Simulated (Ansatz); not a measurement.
## Electronic structure of CHGe (SMILES [CH]#[Ge+]) (charge +1, triplet) in real space

The calculation's input:

```
basis:
  gaussian:
    orbitals: def2-TZVPD
crystal:
  periodic: [false, false, false]
  atoms:
    - {symbol: C, position_ang: [0.000000, 0.000000, -0.266905]}
    - {symbol: Ge, position_ang: [0.000000, 0.000000, 1.643121]}
    - {symbol: H, position_ang: [0.000000, 0.000000, -1.376215]}
total_charge: 1
magnetization:
  spin_polarized: true
  initial_magnetization: 2
hamiltonian:
  xc: pbe0
output:
  forces: true
  orbitals: {seedname: orbitals}
```

Command:

```sh
ansatz run input.yaml --threads 1 --pin off --max-ram 2610MiB --events-out events.jsonl --progress --plain --runs-dir runs
```

Geometry: PBE-D3(BJ)/def2-SVP.

These are results of Ansatz 0.2.0, isolated molecule in a Gaussian basis; Kohn-Sham density functional theory, functional PBE0, not measurements.

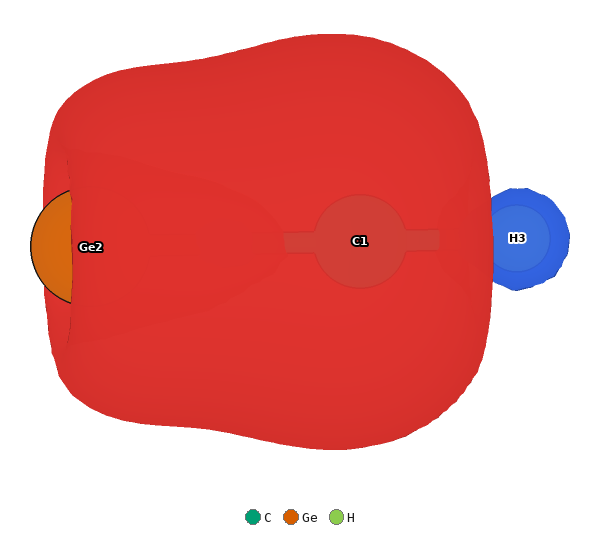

Figure 1. Isosurfaces of the spin density (α minus β) at +0.03 (red) and −0.03 e/Å³ (blue), seen from one side.

> Describe the spin distribution.

The unpaired spin (2 electrons) lies mostly on C1 (about 1.4) and Ge2 (about 0.5), in electrons by Hirshfeld's partition.

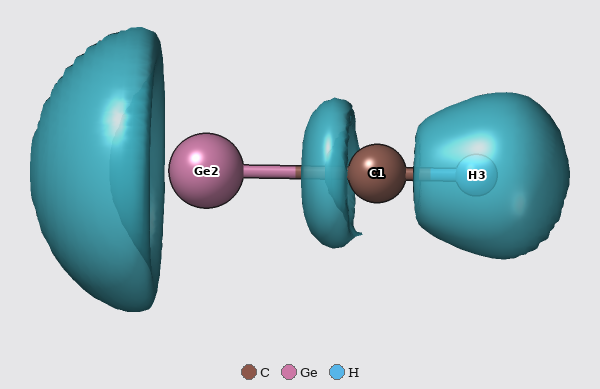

Figure 2. Isosurface of the ELF at 0.8 (cyan), seen from one side. Only the valence region is drawn (cores and ρ < 0.01 e/Å³ removed).

> Describe the localisation domains.

The surface consists of one region around a hydrogen nucleus, one lobe of the valence shell of C pointing towards Ge (polar bonds) and one lobe on Ge, pointing away from the bonds (non-bonding electrons).


C–Ge (1.91 Å): the ELF peaks at about 0.90 in the valence shell of C, 0.6 Å from its nucleus, and is about 0.50 at the midpoint. C–H (1.11 Å): the ELF climbs to about 1 towards the hydrogen, as it does in any bond to H (an ordinary covalent bond to hydrogen).

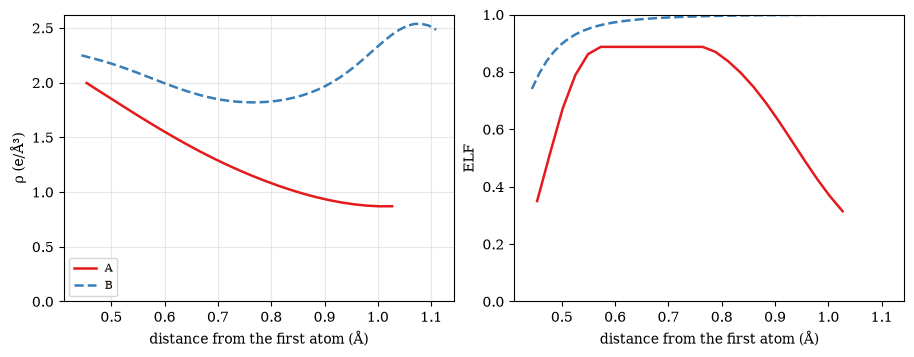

Figure 3. Electron density and electron localisation function along straight lines between neighbouring atoms. The curves leave out the atomic cores.

> Which curve belongs to which contact (C–Ge and C–H)? The first atom named is at distance zero.

Curve A: C–Ge (1.91 Å): the density is about 0.89 e/Å³ at the midpoint; the ELF peaks at about 0.90 in the valence shell of C, 0.6 Å from its nucleus, and is about 0.50 at the midpoint. Curve B: C–H (1.11 Å): ρ at the midpoint is about 2.1 e/Å³; the ELF climbs to about 1 towards the hydrogen: a covalent bond by its length.
